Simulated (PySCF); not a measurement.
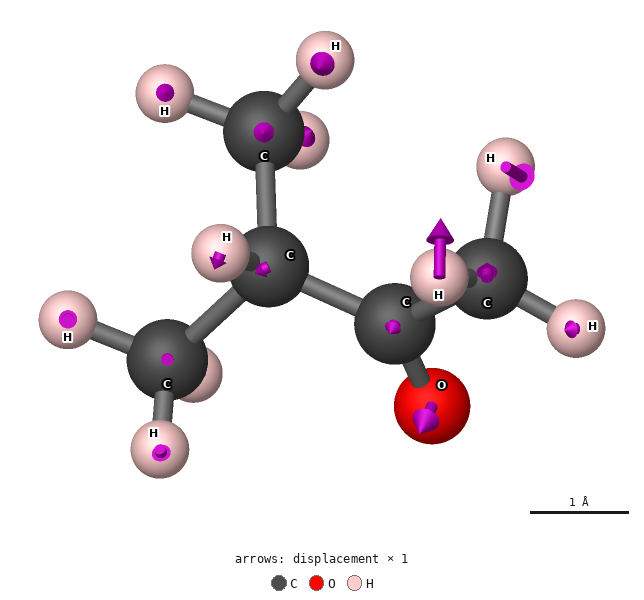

A relaxation of C$_{5}$H$_{10}$O. The starting structure is drawn; purple arrows show the displacements, at their true length. The two geometries are superimposed by the best rigid fit.

A ball-and-stick model, seen at a tilt.

The start comes from MMFF94s. Its atoms were then displaced at random by about 0.03 Å.

All numbers below come from PBE0-D3(BJ)/def2-SVP geometry optimisation, gas phase in PySCF 2.14.0, density-fitted response routines. 

### Which element moves most?

Hydrogen: up to 0.65 Å, against 0.47 Å for oxygen.

### What did the optimiser do to the structure, and how much energy did it gain?

The energy falls by 0.817 eV in 15 geometry steps. The largest moves after the best rigid fit, 0.65 Å, are those of H atoms. Largest moves by element: H 0.65 Å, O 0.47 Å, C 0.23 Å. Near-neighbour distances that change, for instance: C–C 1.619 → 1.518 Å, C–C 1.424 → 1.524 Å, C–H 1.176 → 1.102 Å, C–H 1.029 → 1.099 Å. Bond angles that change, for instance: C–C–H 114.6° → 105.3°, C–C–C 105.5° → 112.3°, C–C–H 103.5° → 109.3°. Groups turn about C–C by about 25°.
